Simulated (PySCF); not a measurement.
**doublet [BClF2]+ at 6 levels**

We compute a comparison of 6 runs (U-revPBE/aug-cc-pVDZ, UBLYP/aug-cc-pVDZ, UPBE/aug-cc-pVDZ, USVWN5/aug-cc-pVDZ, UTPSS/aug-cc-pVDZ, UCCSD(T)/aug-cc-pVDZ) of doublet [BClF2]+. The job is set up through a Python script.

The calculation is run with PySCF 2.14.0.

3 further runs of the same task are left out: 3 set aside as unsound or not needed.

## 1. The structure to begin with

[BClF2]+ has 4 atoms, charge +1, and is taken as a doublet. As SMILES of the parent species, `FB(F)Cl`. The shape is that of a PBE0-D4/def2-TZVP optimisation. That shape belongs to the parent species and isn't relaxed for this state.

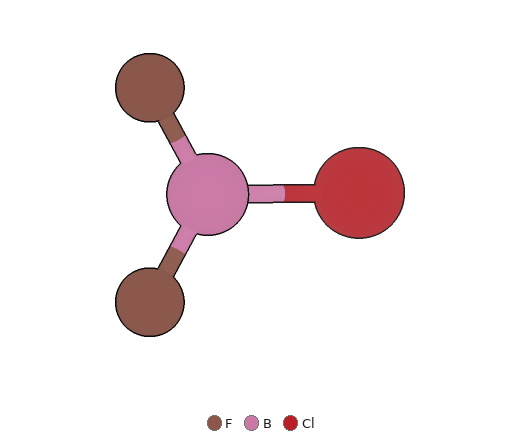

Viewed from a chosen angle; fluorine brown, boron pink, chlorine red.

## 2. The energy at U-revPBE/aug-cc-pVDZ (run 1)

The input, calc.py:

```python
from pyscf import gto, dft

mol = gto.M(
    atom='''
F     -0.328245    -2.370283    -1.032357
B     -0.126801    -0.078046    -0.117163
F     -1.911647     1.568662    -0.600366
Cl     2.471573     0.765906     1.711525
''',
    verbose=4,
    spin=1,
    max_memory=1860,
    charge=1,
    basis='aug-cc-pvdz',
    unit='bohr',
)

mf = dft.UKS(mol, xc='revpbe')
mf.grids.level = 5
mf.conv_tol = 1e-10
mf.kernel()
if not mf.converged:
    mf = mf.newton().run(mf.mo_coeff, mf.mo_occ)

energy = mf.e_tot
print('E = %.10f Eh' % energy)
```

Run with:

```
$ OMP_NUM_THREADS=1 python calc.py
```

Log:

```text
PySCF version 2.14.0

[... 108 lines left out ...]
converged SCF energy = -684.305086537853  <S^2> = 0.75200327  2S+1 = 2.0020023
E = -684.3050865379 Eh
```

Wall time 29 s (1 thread of Intel Xeon 6975P-C (Granite Rapids), shared host); peak memory 0.49 GiB.

## 3. A single-point energy at UBLYP/aug-cc-pVDZ (run 2)

The input, calc.py:

```python
from pyscf import gto, dft

molecule = gto.M(
    atom='''
F     -0.328245    -2.370283    -1.032357
B     -0.126801    -0.078046    -0.117163
F     -1.911647     1.568662    -0.600366
Cl     2.471573     0.765906     1.711525
''',
    basis='aug-cc-pvdz',
    spin=1,
    max_memory=1860,
    verbose=3,
    charge=1,
    unit='bohr',
)

mf = dft.UKS(molecule, xc='blyp')
mf.grids.level = 5
mf.conv_tol = 1e-10
mf.kernel()
if not mf.converged:
    mf = mf.newton().run(mf.mo_coeff, mf.mo_occ)

e_final = mf.e_tot
print(f'total energy: {e_final:.8f} hartree')
```

Run with:

```
$ OMP_NUM_THREADS=1 python calc.py
```

Log:

```text
WARN: HOMO -0.338700045485782 >= LUMO -0.338700045485783

converged SCF energy = -684.441548808742  <S^2> = 0.75175563  2S+1 = 2.0017549
total energy: -684.44154881 hartree
```

Wall time 29 s (1 thread of Intel Xeon 6975P-C (Granite Rapids), shared host); peak memory 0.49 GiB.

Runs 3 to 5 aren't shown in full; the table further down has their settings and results.

## 4. A single-point energy at UCCSD(T)/aug-cc-pVDZ (run 6)

The input, job.py:

```python
from pyscf import gto, cc

system = gto.M(
    atom='''
F     -0.328245    -2.370283    -1.032357
B     -0.126801    -0.078046    -0.117163
F     -1.911647     1.568662    -0.600366
Cl     2.471573     0.765906     1.711525
''',
    basis='aug-cc-pvdz',
    charge=1,
    spin=1,
    max_memory=1860,
    unit='bohr',
    verbose=3,
)

mf = system.UHF()
mf.conv_tol = 1e-10
mf.kernel()
if not mf.converged:
    mf = mf.newton().run(mf.mo_coeff, mf.mo_occ)

mycc = cc.CCSD(mf, frozen=8)
mycc.kernel()
e_t = mycc.ccsd_t()
etot = mycc.e_tot + e_t
print('E(%s) = %.9f' % ('CCSD(T)', etot))
```

Run with:

```
$ OMP_NUM_THREADS=1 python job.py
```

Log:

```text
converged SCF energy = -682.817554351044  <S^2> = 0.75850362  2S+1 = 2.0084856
E(UCCSD) = -683.4326941998922  E_corr = -0.6151398488479398
UCCSD(T) correction = -0.0162018336016296
E(CCSD(T)) = -683.448896033
```

Run time: 2.8 min. Hardware: 1 thread of Intel Xeon 6975P-C (Granite Rapids), shared host; peak memory 2.6 GiB.

## 5. Overview of the runs

| run | level | integration grid | frozen core orbitals | energy (Eh) | HOMO energy (eV) | LUMO energy (eV) | ⟨S²⟩ | wall time |
| --- | --- | --- | --- | --- | --- | --- | --- | --- |
| 1 | U-revPBE/aug-cc-pVDZ | 5 | – | -684.305087 | -16.99 | -16.36 | 0.752 | 29 s |
| 2 | UBLYP/aug-cc-pVDZ | 5 | – | -684.441549 | -16.89 | -16.35 | 0.752 | 29 s |
| 3 | UPBE/aug-cc-pVDZ | 5 | – | -684.050101 | -17.03 | -16.45 | 0.752 | 27 s |
| 4 | USVWN5/aug-cc-pVDZ | 5 | – | -681.439076 | -17.11 | -16.80 | 0.751 | 15 s |
| 5 | UTPSS/aug-cc-pVDZ | 5 | – | -684.502059 | -17.22 | -16.38 | 0.752 | 50 s |
| 6 | UCCSD(T)/aug-cc-pVDZ | – | 8 | -683.448896 | -23.12 | -10.59 | 0.759 | 2.8 min |

## 6. What came out

```
                                                         quantity          value
                                              run 6: total energy  -683.44890 Eh
run 6: HOMO energy (Hartree–Fock orbitals) (highest over α and β)      -23.12 eV
 run 6: LUMO energy (Hartree–Fock orbitals) (lowest over α and β)      -10.59 eV
               run 6: correlation energy (8 core orbitals frozen)     -631.3 mEh
                                            run 6: (T) correction     -16.20 mEh
                         run 6: ⟨S²⟩ of the reference determinant          0.759
                                             run 6: T1 diagnostic          0.019
```

What this shows: Totals of different functionals can't be ranked against each other. All runs together took 5.3 min, the longest 2.8 min.
